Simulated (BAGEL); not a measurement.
# GeS (germanium sulfide) at NEVPT2(10,8)/6-31G(d) (density fitting with cc-pvqz-jkfit, spherical functions)

Aim: the vertical electron affinity of GeS (germanium sulfide) at NEVPT2(10,8)/6-31G* (density fitting with cc-pvqz-jkfit, spherical functions), from 2 runs. 

The calculation is run with BAGEL 1.2.2.

4 further runs of the same task are left out: 4 set aside as unsound or not needed. Runs told in other sessions of the task aren't counted.

## Step 1: Starting point

The species is GeS (2 atoms), meant as a singlet with charge 0. As SMILES, `[S+]#[Ge-]`. The bond length is the measured one.

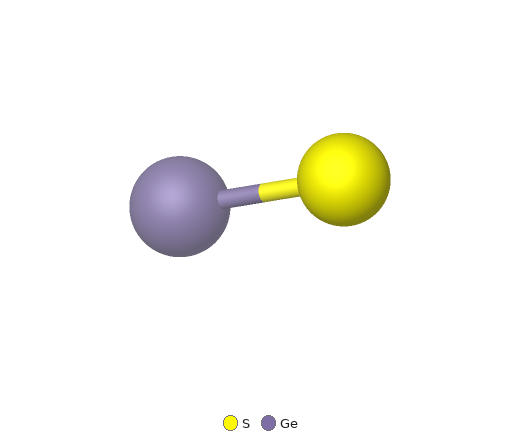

Viewed from a chosen angle; sulfur yellow, germanium purple.

## Step 2: A single-point energy at NEVPT2(10,8)/6-31G(d) (density fitting with cc-pvqz-jkfit, spherical functions)

nevpt2.json

```json
{ "bagel": [

{
  "title": "molecule",
  "basis": "6-31gs.json",
  "df_basis": "cc-pvqz-jkfit",
  "angstrom": true,
  "geometry": [
    { "atom": "S", "xyz": [       0.000000,       0.000000,       0.000000 ] },
    { "atom": "Ge", "xyz": [       0.000000,       0.000000,       2.012086 ] }
  ]
},

{
  "title": "hf"
},

{
  "title": "nevpt2",
  "nstate": 1,
  "nact": 8,
  "nclosed": 19,
  "maxiter": 200,
  "natocc": true,
  "ncore": 14
},

{
  "title": "print",
  "file": "orbitals.molden",
  "orbitals": true
}

]}
```

The basis set 6-31G* is read from a file made from the Basis Set Exchange's data (not shown).

Launch:

```sh
BAGEL_NUM_THREADS=1 BAGEL nevpt2.json > nevpt2.out
```

The log of the run:

```text
* using 1 threads per process

  ===============================================================
  ===============================================================

  *** Geometry ***

  { "atom" : "S", "xyz" : [      0.000000,      0.000000,      0.000000 ] },
  { "atom" : "Ge", "xyz" : [      0.000000,      0.000000,      3.802291 ] },

  Number of auxiliary basis functions:      366

  Since a DF basis is specified, we compute 2- and 3-index integrals:
    o Being stored without compression. Storage requirement is 0.007 GB

  Number of basis functions:       50
  Number of electrons      :       48

    * METHOD: MOLECULE                             0.19

  *** RHF ***

  === Nuclear Repulsion ===
   134.6556418876

      * DIIS with orbital gradients will be used.

[... 6 lines left out ...]
    * SCF iteration converged.
[... 1 line left out ...]
    * Permanent dipole moment:
[... 23 lines left out ...]
    * Second-order optimization converged. *
[... 5 lines left out ...]
      0  0     -2472.62021983     5.27e-03      0.00
      1  0     -2472.68419057     2.55e-03      0.00
      2  0     -2472.69541701     9.86e-04      0.00
[... 13 lines of this table left out ...]
     16  0 *   -2472.69757248     3.50e-11      0.00

     * ci vector, state   0, <S^2> = 0.0000
       22222...    -0.9614263806
       2222.2..     0.0932644252
       222.2.2.     0.0932644252
       222baba.    -0.0578155507
       222abab.    -0.0578155507
       2.2222..     0.0577932184
       2.222.2.     0.0577932184
       22.22..2     0.0559229298

  === DF-NEVPT2 calculation ===

    * 3-index integral transformation done
    * assembly done

      NEVPT2 correlation energy:   -0.2845768866      0.05

          (+0)     -0.1565849598
          (+0)'    -0.0033181549
          (+1)     -0.0009846671
          (+1)'    -0.0006796038
          (+2)     -0.0001938381
          (-1)     -0.0053920365
          (-1)'    -0.0587867870
          (-2)     -0.0586368394

      NEVPT2 total energy:       -2472.9821493646

    * METHOD: NEVPT2                              15.04

    * METHOD: PRINT                                0.01

  ===============================================================
```

Run time: 16 s. Hardware: 1 thread of Arm Neoverse N1, shared host; peak memory 0.52 GiB.

## Step 3: The doublet anion

Changes to nevpt2.json since step 2:

```diff
@@ -13,5 +13,5 @@
 
-{
-  "title": "hf"
-},
+{ "title": "hf" },
+
+{ "title": "casscf", "nstate": 1, "nact": 8, "nclosed": 19, "charge": -1, "nspin": 1, "maxiter": 200, "natocc": true },
 
@@ -22,2 +22,4 @@
   "nclosed": 19,
+  "charge": -1,
+  "nspin": 1,
   "maxiter": 200,
@@ -27,7 +29,3 @@
 
-{
-  "title": "print",
-  "file": "orbitals.molden",
-  "orbitals": true
-}
+{ "title": "print", "file": "orbitals.molden", "orbitals": true }
```

The basis set 6-31G* is read from a file made from the Basis Set Exchange's data (not shown).

Launch:

```sh
BAGEL_NUM_THREADS=1 BAGEL nevpt2.json > nevpt2.out
```

The log of the run:

```text
* using 1 threads per process

  ===============================================================
  ===============================================================

  *** Geometry ***

  { "atom" : "S", "xyz" : [      0.000000,      0.000000,      0.000000 ] },
  { "atom" : "Ge", "xyz" : [      0.000000,      0.000000,      3.802291 ] },

  Number of auxiliary basis functions:      366

  Since a DF basis is specified, we compute 2- and 3-index integrals:
    o Being stored without compression. Storage requirement is 0.007 GB

  Number of basis functions:       50
  Number of electrons      :       48

    * METHOD: MOLECULE                             0.19

  *** RHF ***

  === Nuclear Repulsion ===
   134.6556418876

      * DIIS with orbital gradients will be used.

[... 6 lines left out ...]
    * SCF iteration converged.
[... 1 line left out ...]
    * Permanent dipole moment:
[... 22 lines left out ...]
    * Second-order optimization converged. *
[... 8 lines left out ...]
[... 12 lines of this table left out ...]
     15  0 *   -2472.66339562     3.96e-11      0.00

     * ci vector, state   0, <S^2> = 0.7500
       22222a..     0.9752558502
       2222.a2.     0.1161040708
       22a2b2a.    -0.0697356503
       2.222a2.     0.0603995214
       222.2a.2     0.0591915782
       222abaab    -0.0552449512
       222baaba    -0.0546244387
       22a2a2b.    -0.0511408048

    * METHOD: CASSCF                               5.07

    * freezing 14 orbitals

  === DF-NEVPT2 calculation ===

    * 3-index integral transformation done
    * assembly done

      NEVPT2 correlation energy:   -0.3054375749      0.06

          (+0)     -0.1566486555
          (+0)'    -0.0032480653
          (+1)     -0.0010968896
          (+1)'    -0.0003491244
          (+2)     -0.0001167536
          (-1)     -0.0068196456
          (-1)'    -0.0592830494
          (-2)     -0.0778753916

      NEVPT2 total energy:       -2472.9688331986

    * METHOD: NEVPT2                               9.99

    * METHOD: PRINT                                0.01

  ===============================================================
```

It took 16 s on 1 thread of Arm Neoverse N1, shared host; peak memory 0.49 GiB.

## Step 4: Outcome

Level: NEVPT2(10,8)/6-31G* (density fitting with cc-pvqz-jkfit, spherical functions), 14 core orbitals frozen.

```
                                         quantity           value
                        singlet GeS: total energy  -2472.98215 Eh
                      doublet anion: total energy  -2472.96883 Eh
vertical electron affinity (to the doublet anion)       -0.362 eV
```

In words: The anion lies 0.36 eV (8.4 kcal/mol) above the neutral: the electron isn't bound at this level, and such a value depends on the basis. Without diffuse functions anions come out too high.
